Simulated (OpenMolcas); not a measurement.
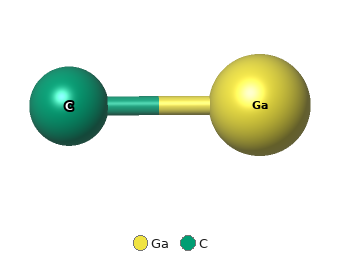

The molecule at the reference distance of 2.009 Å.

## GaC: relativistic diatomic calculation (part 1 of 2)

GaC. Computed at this level: SA-CASSCF(7,8)/XMS-CASPT2 + RASSI spin-orbit (X2C scalar, AMFI), ANO-RCC-VTZP (OpenMolcas).

## Key numbers

```tsv
quantity	value
outcome	converged; components of a degenerate state are split by 41 cm⁻¹
lowest spin-free state	⁴Σ
lowest spin-orbit level	Ω = 3/2, −1980.12476 hartree
next level	Ω = 1/2, 1 cm⁻¹
hardware	1 thread of Arm Neoverse N1, 16 GiB of memory available, shared host
wall time	60 s
peak memory	0.27 GiB
```

## Notes

Limits: the two components of ²Δ at 4.37 eV, degenerate in CASSCF as they must be, are split by 41 cm⁻¹ in XMS-CASPT2, an artefact that passes into its spin-orbit levels; 4 of the 74 spin-orbit states have no clean Ω, so their splittings aren't to be trusted.

## The input
```
&GATEWAY
Coord
2
angstrom
Ga 0.0 0.0 0.0
C 0.0 0.0 2.0090
Basis=ANO-RCC-VTZP
Group=XY
RX2C
AMFI
ANGMom
0.0 0.0 0.0
RICD
&SEWARD
&GUESSORB
&RASSCF
FileOrb=$CurrDir/o41.orb
Symmetry=1
Spin=4
nActEl=7 0 0
Inactive=9 6
RAS2=4 4
CIRoot=5 5 1
Linear
Iterations=120 100
OrbListing=Nothing
PRWF=0.15
>>COPY $Project.RasOrb $CurrDir/o41.orb
>>COPY $Project.rasscf.h5 $CurrDir/r41.h5
&CASPT2
XMultistate=all
Imaginary=0.2
IPEA=0.25
MaxIter=40
>>COPY $Project.JobMix JOB001
&RASSCF
FileOrb=$CurrDir/o22.orb
Symmetry=2
Spin=2
nActEl=7 0 0
Inactive=9 6
RAS2=4 4
CIRoot=6 6 1
Linear
Iterations=120 100
OrbListing=Nothing
PRWF=0.15
>>COPY $Project.RasOrb $CurrDir/o22.orb
>>COPY $Project.rasscf.h5 $CurrDir/r22.h5
&CASPT2
XMultistate=all
Imaginary=0.2
IPEA=0.25
MaxIter=40
>>COPY $Project.JobMix JOB002
&RASSCF
FileOrb=$CurrDir/o21.orb
Symmetry=1
Spin=2
nActEl=7 0 0
Inactive=9 6
RAS2=4 4
CIRoot=7 7 1
Linear
Iterations=120 100
OrbListing=Nothing
PRWF=0.15
>>COPY $Project.RasOrb $CurrDir/o21.orb
>>COPY $Project.rasscf.h5 $CurrDir/r21.h5
&CASPT2
XMultistate=all
Imaginary=0.2
IPEA=0.25
MaxIter=40
>>COPY $Project.JobMix JOB003
&RASSCF
FileOrb=$CurrDir/o42.orb
Symmetry=2
Spin=4
nActEl=7 0 0
Inactive=9 6
RAS2=4 4
CIRoot=4 4 1
Linear
Iterations=120 100
OrbListing=Nothing
PRWF=0.15
>>COPY $Project.RasOrb $CurrDir/o42.orb
>>COPY $Project.rasscf.h5 $CurrDir/r42.h5
&CASPT2
XMultistate=all
Imaginary=0.2
IPEA=0.25
MaxIter=40
>>COPY $Project.JobMix JOB004
&RASSCF
FileOrb=$CurrDir/o62.orb
Symmetry=2
Spin=6
nActEl=7 0 0
Inactive=9 6
RAS2=4 4
CIRoot=2 2 1
Linear
Iterations=120 100
OrbListing=Nothing
PRWF=0.15
>>COPY $Project.RasOrb $CurrDir/o62.orb
>>COPY $Project.rasscf.h5 $CurrDir/r62.h5
&CASPT2
XMultistate=all
Imaginary=0.2
IPEA=0.25
MaxIter=40
>>COPY $Project.JobMix JOB005
&RASSI
Nr of JobIphs=5 5 6 7 4 2
1 2 3 4 5
1 2 3 4 5 6
1 2 3 4 5 6 7
1 2 3 4
1 2
SpinOrbit
EJob
Omega
MEES
MESO
Properties=4
'AngMom' 3 'Mltpl  1' 1 'Mltpl  1' 2 'Mltpl  1' 3
Thrs=1.0d-4
>>COPY $Project.rassi.h5 $CurrDir/so.h5
```

The first orbital files come from an earlier step.

Launched with:
```bash
pymolcas m.inp (one call a module block, same work directory)
```

## Output (extracts)
```
++    Wave function specifications:
      Number of closed shell electrons          30
      Number of electrons in active shells       7
      Number of inactive orbitals               15
      Number of active orbitals                  8
      Number of secondary orbitals              50
      Spin quantum number                      1.5
      State symmetry                             1
++    Orbital specifications:
      Symmetry species                           1   2
                                                 a   b
      Frozen orbitals                            0   0
      Inactive orbitals                          9   6
      Active orbitals                            4   4
      RAS2 orbitals                              4   4
      Secondary orbitals                        26  24
      Number of basis functions                 39  34
      printout of CI-coefficients larger than  0.15 for root  1
      energy=   -1980.017485
      conf/sym  1111 2222     Coeff  Weight
            97  02u2 uu00  -0.37513 0.14073
           115  0u22 uu00  -0.87273 0.76165
      printout of CI-coefficients larger than  0.15 for root  2
      energy=   -1979.906751
      conf/sym  1111 2222     Coeff  Weight
            97  02u2 uu00  -0.65969 0.43519
           115  0u22 uu00   0.27829 0.07745
           117  0u22 0uu0  -0.43609 0.19018
           118  0u22 u00u   0.43609 0.19018
      printout of CI-coefficients larger than  0.15 for root  3
      energy=   -1979.882091
      conf/sym  1111 2222     Coeff  Weight
           116  0u22 u0u0  -0.64049 0.41022
           117  0u22 0uu0   0.23432 0.05491
           118  0u22 u00u   0.23432 0.05491
           119  0u22 0u0u   0.64049 0.41022
      printout of CI-coefficients larger than  0.15 for root  4
      energy=   -1979.882091
      conf/sym  1111 2222     Coeff  Weight
           116  0u22 u0u0  -0.23432 0.05491
           117  0u22 0uu0  -0.64049 0.41022
           118  0u22 u00u  -0.64049 0.41022
           119  0u22 0u0u   0.23432 0.05491
      printout of CI-coefficients larger than  0.15 for root  5
      energy=   -1979.879077
      conf/sym  1111 2222     Coeff  Weight
           116  0u22 u0u0   0.67746 0.45896
           119  0u22 0u0u   0.67746 0.45896
      Natural orbitals and occupation numbers for root  1
      sym 1:   0.027274   1.016289   1.910580   1.976443
      sym 2:   0.982999   0.982999   0.051708   0.051708
      Natural orbitals and occupation numbers for root  2
      sym 1:   0.037113   1.265216   1.670436   1.963553
      sym 2:   0.785375   0.785375   0.246466   0.246466
      Natural orbitals and occupation numbers for root  3
      sym 1:   0.033455   0.994764   1.935350   1.960044
      sym 2:   0.526459   0.526458   0.511736   0.511735
      Natural orbitals and occupation numbers for root  4
      sym 1:   0.033455   0.994764   1.935350   1.960044
      sym 2:   0.526458   0.526458   0.511736   0.511736
      Natural orbitals and occupation numbers for root  5
      sym 1:   0.033458   0.994237   1.931939   1.959332
      sym 2:   0.528313   0.528314   0.512204   0.512204
      RASSCF energy for state  5                  -1979.87907662
::    RASSCF root number  1 Total energy:  -1980.01748454
::    RASSCF root number  2 Total energy:  -1979.90675097
::    RASSCF root number  3 Total energy:  -1979.88209111
::    RASSCF root number  4 Total energy:  -1979.88209111
::    RASSCF root number  5 Total energy:  -1979.87907662
      Von Neumann Entropy (Root   1) =  1.94073
++    Wave function specifications:
      Number of closed shell electrons           0
      Number of electrons in active shells       7
      Number of inactive orbitals                0
      Number of active orbitals                  8
      Number of secondary orbitals              50
      Spin quantum number                      1.5
      State symmetry                             1
      Number of CSFs                           672
      Number of CASSCF root(s) available         5
      CASPT2 state passed to geometry opt.       5
      A file JOBMIX will be created
      This is a MULTI-STATE CASSCF reference
      Number of CI roots used                    5
      These are:                                 1   2   3   4   5
      Off-diagonal elements of Heff are computed
  FINAL CASPT2 RESULT:
      Reference energy:       -1980.0174845407
      E2 (Non-variational):      -0.1030257347
      Shift correction:          -0.0013885861
      E2 (Variational):          -0.1044143208
      Total energy:           -1980.1218988615
      Reference weight:           0.95220
  FINAL CASPT2 RESULT:
      Reference energy:       -1979.9067509682
      E2 (Non-variational):      -0.0983695889
      Shift correction:          -0.0014357667
      E2 (Variational):          -0.0998053556
      Total energy:           -1980.0065563238
      Reference weight:           0.95436
  FINAL CASPT2 RESULT:
      Reference energy:       -1979.8820911088
      E2 (Non-variational):      -0.0976600335
      Shift correction:          -0.0012872707
      E2 (Variational):          -0.0989473041
      Total energy:           -1979.9810384130
      Reference weight:           0.95524
  FINAL CASPT2 RESULT:
      Reference energy:       -1979.8820911088
      E2 (Non-variational):      -0.0976238177
      Shift correction:          -0.0012892194
      E2 (Variational):          -0.0989130371
      Total energy:           -1979.9810041459
      Reference weight:           0.95522
  FINAL CASPT2 RESULT:
      Reference energy:       -1979.8790766176
      E2 (Non-variational):      -0.0976047530
      Shift correction:          -0.0012874966
      E2 (Variational):          -0.0988922496
      Total energy:           -1979.9779688672
      Reference weight:           0.95527
       Total XMS-CASPT2 energies:
::    XMS-CASPT2 Root  1     Total energy:  -1980.12473383
::    XMS-CASPT2 Root  2     Total energy:  -1980.00372136
::    XMS-CASPT2 Root  3     Total energy:  -1979.98104158
::    XMS-CASPT2 Root  4     Total energy:  -1979.98100098
::    XMS-CASPT2 Root  5     Total energy:  -1979.97796887
++    Wave function specifications:
      Number of closed shell electrons          30
      Number of electrons in active shells       7
      Number of inactive orbitals               15
      Number of active orbitals                  8
      Number of secondary orbitals              50
      Spin quantum number                      0.5
      State symmetry                             2
      printout of CI-coefficients larger than  0.15 for root  1
      energy=   -1979.975546
      conf/sym  1111 2222     Coeff  Weight
            37  0222 u000   0.25170 0.06335
           386  0202 u200  -0.15366 0.02361
           446  0022 u200   0.83857 0.70319
           459  0022 uu0d   0.19568 0.03829
           462  0022 u002  -0.15778 0.02489
      printout of CI-coefficients larger than  0.15 for root  2
      energy=   -1979.975546
      conf/sym  1111 2222     Coeff  Weight
            38  0222 0u00  -0.25170 0.06335
           385  0202 2u00  -0.15366 0.02361
           445  0022 2u00   0.83857 0.70319
           450  0022 uud0   0.19568 0.03829
           452  0022 0u20   0.15778 0.02489
      printout of CI-coefficients larger than  0.15 for root  3
      energy=   -1979.952967
      conf/sym  1111 2222     Coeff  Weight
            37  0222 u000   0.59746 0.35696
            38  0222 0u00  -0.68558 0.47002
      printout of CI-coefficients larger than  0.15 for root  4
      energy=   -1979.952967
      conf/sym  1111 2222     Coeff  Weight
            37  0222 u000  -0.68558 0.47002
            38  0222 0u00  -0.59746 0.35696
      printout of CI-coefficients larger than  0.15 for root  5
      energy=   -1979.882690
      conf/sym  1111 2222     Coeff  Weight
           445  0022 2u00  -0.22370 0.05004
           448  0022 udu0   0.37125 0.13782
           450  0022 uud0   0.42506 0.18068
           453  0022 200u  -0.45197 0.20427
           801  0uu2 2d00  -0.47438 0.22503
      printout of CI-coefficients larger than  0.15 for root  6
      energy=   -1979.882690
      conf/sym  1111 2222     Coeff  Weight
           446  0022 u200  -0.22370 0.05004
           449  0022 02u0   0.45197 0.20427
           454  0022 ud0u  -0.37125 0.13782
           459  0022 uu0d   0.42506 0.18068
           802  0uu2 d200  -0.47438 0.22503
           814  0uu2 du0d  -0.15276 0.02333
      Natural orbitals and occupation numbers for root  1
      sym 1:   0.018548   0.292123   1.819668   1.974060
      sym 2:   0.971957   1.694526   0.050700   0.178418
      Natural orbitals and occupation numbers for root  2
      sym 1:   0.018548   0.292123   1.819668   1.974060
      sym 2:   1.694526   0.971957   0.178418   0.050700
      Natural orbitals and occupation numbers for root  3
      sym 1:   0.032597   1.830475   1.910685   1.956792
      sym 2:   0.173300   0.994010   0.059400   0.042741
      Natural orbitals and occupation numbers for root  4
      sym 1:   0.032597   1.830475   1.910685   1.956792
      sym 2:   0.994010   0.173300   0.042741   0.059400
      Natural orbitals and occupation numbers for root  5
      sym 1:   0.022965   0.451090   1.546748   1.959486
      sym 2:   1.496650   0.751133   0.490837   0.281091
      Natural orbitals and occupation numbers for root  6
      sym 1:   0.022965   0.451090   1.546748   1.959486
      sym 2:   0.751133   1.496650   0.281091   0.490837
      RASSCF energy for state  6                  -1979.88269039
::    RASSCF root number  1 Total energy:  -1979.97554585
::    RASSCF root number  2 Total energy:  -1979.97554585
::    RASSCF root number  3 Total energy:  -1979.95296697
::    RASSCF root number  4 Total energy:  -1979.95296697
::    RASSCF root number  5 Total energy:  -1979.88269039
::    RASSCF root number  6 Total energy:  -1979.88269039
      Von Neumann Entropy (Root   1) =  1.76458
++    Wave function specifications:
      Number of closed shell electrons           0
      Number of electrons in active shells       7
      Number of inactive orbitals                0
      Number of active orbitals                  8
      Number of secondary orbitals              50
      Spin quantum number                      0.5
      State symmetry                             2
      Number of CSFs                          1176
      Number of CASSCF root(s) available         6
      CASPT2 state passed to geometry opt.       6
      A file JOBMIX will be created
      This is a MULTI-STATE CASSCF reference
      Number of CI roots used                    6
      These are:                                 1   2   3   4   5   6
      Off-diagonal elements of Heff are computed
  FINAL CASPT2 RESULT:
      Reference energy:       -1979.9755458474
      E2 (Non-variational):      -0.1025621472
      Shift correction:          -0.0013574894
      E2 (Variational):          -0.1039196365
      Total energy:           -1980.0794654840
      Reference weight:           0.95231
  FINAL CASPT2 RESULT:
      Reference energy:       -1979.9755458474
      E2 (Non-variational):      -0.1025621470
      Shift correction:          -0.0013574894
      E2 (Variational):          -0.1039196364
      Total energy:           -1980.0794654838
      Reference weight:           0.95231
  FINAL CASPT2 RESULT:
      Reference energy:       -1979.9529669671
      E2 (Non-variational):      -0.1103860211
      Shift correction:          -0.0015503500
      E2 (Variational):          -0.1119363711
      Total energy:           -1980.0649033382
      Reference weight:           0.94847
  FINAL CASPT2 RESULT:
      Reference energy:       -1979.9529669671
      E2 (Non-variational):      -0.1103860210
      Shift correction:          -0.0015503500
      E2 (Variational):          -0.1119363709
      Total energy:           -1980.0649033380
      Reference weight:           0.94847
  FINAL CASPT2 RESULT:
      Reference energy:       -1979.8826903936
      E2 (Non-variational):      -0.1024445723
      Shift correction:          -0.0021751567
      E2 (Variational):          -0.1046197290
      Total energy:           -1979.9873101226
      Reference weight:           0.94650
  FINAL CASPT2 RESULT:
      Reference energy:       -1979.8826903935
      E2 (Non-variational):      -0.1024445724
      Shift correction:          -0.0021751567
      E2 (Variational):          -0.1046197291
      Total energy:           -1979.9873101226
      Reference weight:           0.94650
       Total XMS-CASPT2 energies:
::    XMS-CASPT2 Root  1     Total energy:  -1980.08211265
::    XMS-CASPT2 Root  2     Total energy:  -1980.08211265
::    XMS-CASPT2 Root  3     Total energy:  -1980.06149039
::    XMS-CASPT2 Root  4     Total energy:  -1980.06149039
::    XMS-CASPT2 Root  5     Total energy:  -1979.98807590
::    XMS-CASPT2 Root  6     Total energy:  -1979.98807590
++    Wave function specifications:
      Number of closed shell electrons          30
      Number of electrons in active shells       7
      Number of inactive orbitals               15
      Number of active orbitals                  8
      Number of secondary orbitals              50
      Spin quantum number                      0.5
      State symmetry                             1
      printout of CI-coefficients larger than  0.15 for root  1
      energy=   -1979.967279
      conf/sym  1111 2222     Coeff  Weight
           310  0u22 du00   0.81628 0.66632
           311  0u22 ud00  -0.47126 0.22209
      printout of CI-coefficients larger than  0.15 for root  2
      energy=   -1979.966023
      conf/sym  1111 2222     Coeff  Weight
           309  0u22 2000   0.43855 0.19232
           310  0u22 du00  -0.35028 0.12269
           311  0u22 ud00  -0.60672 0.36811
           312  0u22 0200  -0.43853 0.19231
      printout of CI-coefficients larger than  0.15 for root  3
      energy=   -1979.966023
      conf/sym  1111 2222     Coeff  Weight
           309  0u22 2000  -0.49539 0.24541
           310  0u22 du00  -0.31009 0.09615
           311  0u22 ud00  -0.53711 0.28848
           312  0u22 0200   0.49537 0.24539
      printout of CI-coefficients larger than  0.15 for root  4
      energy=   -1979.952964
      conf/sym  1111 2222     Coeff  Weight
           309  0u22 2000  -0.65084 0.42359
           312  0u22 0200  -0.65086 0.42362
      printout of CI-coefficients larger than  0.15 for root  5
      energy=   -1979.872228
      conf/sym  1111 2222     Coeff  Weight
           262  02u2 du00  -0.22744 0.05173
           314  0u22 0du0  -0.37348 0.13949
           316  0u22 0ud0  -0.52544 0.27609
           318  0u22 d00u   0.37351 0.13951
           321  0u22 u00d   0.52546 0.27610
      printout of CI-coefficients larger than  0.15 for root  6
      energy=   -1979.856375
      conf/sym  1111 2222     Coeff  Weight
           262  02u2 du00   0.33332 0.11110
           263  02u2 ud00   0.57735 0.33333
           314  0u22 0du0  -0.46209 0.21353
           318  0u22 d00u  -0.46208 0.21352
      printout of CI-coefficients larger than  0.15 for root  7
      energy=   -1979.856375
      conf/sym  1111 2222     Coeff  Weight
           261  02u2 2000   0.47132 0.22214
           264  02u2 0200  -0.47148 0.22229
           313  0u22 d0u0  -0.46199 0.21344
           319  0u22 0d0u   0.46218 0.21361
      Natural orbitals and occupation numbers for root  1
      sym 1:   0.043809   1.002366   1.924357   1.975396
      sym 2:   0.979550   0.979550   0.047486   0.047486
      Natural orbitals and occupation numbers for root  2
      sym 1:   0.033483   1.013005   1.918074   1.975191
      sym 2:   0.961764   0.961729   0.068378   0.068376
      Natural orbitals and occupation numbers for root  3
      sym 1:   0.033483   1.013005   1.918074   1.975192
      sym 2:   0.961767   0.961726   0.068378   0.068376
      Natural orbitals and occupation numbers for root  4
      sym 1:   0.034819   1.010663   1.898SPIN-FREE ENERGIES:
  (Shifted by EMIN (a.u.) =      -1980.1247338267)
 SF State       Relative EMIN(au)   Rel lowest level(eV)    D:o, cm**(-1)      Abs_M
     1             0.0000000000        0.0000000000              0.0000         0.0
     6             0.0426211717        1.1597811663           9354.2660         1.0
     7             0.0426211717        1.1597811663           9354.2660         1.0
    12             0.0458651974        1.2480556008          10066.2473         0.0
    13             0.0485107899        1.3200458413          10646.8877         2.0
    14             0.0486087362        1.3227110944          10668.3844         2.0
     8             0.0632434393        1.7209416539          13880.3305         1.0
     9             0.0632434393        1.7209416539          13880.3305         1.0
    15             0.0666007789        1.8122995177          14617.1814         0.0
    19             0.1042688069        2.8372987791          22884.3580         1.0
    20             0.1042688890        2.8373010114          22884.3760         1.0
     2             0.1210124659        3.2929169510          26559.1664         0.0
    10             0.1366579243        3.7186515612          29992.9476         1.0
    11             0.1366579243        3.7186515612          29992.9476         1.0
    21             0.1426493546        3.8816866863          31307.9145         1.0
    22             0.1426493712        3.8816871378          31307.9182         1.0
     3             0.1436922462        3.9100652126          31536.8028         2.0
     4             0.1437328482        3.9111700486          31545.7139         2.0
     5             0.1467649616        3.9936780588          32211.1859         0.0
    16             0.1468648595        3.9963964184          32233.1109         0.0
    23             0.1515777015        4.1246393807          33267.4602         1.0
    24             0.1515777058        4.1246394987          33267.4611         1.0
    17             0.1603612666        4.3636523654          35195.2299         2.0
    18             0.1605469750        4.3687057487          35235.9882         2.0
```

(Continued in part 2.)
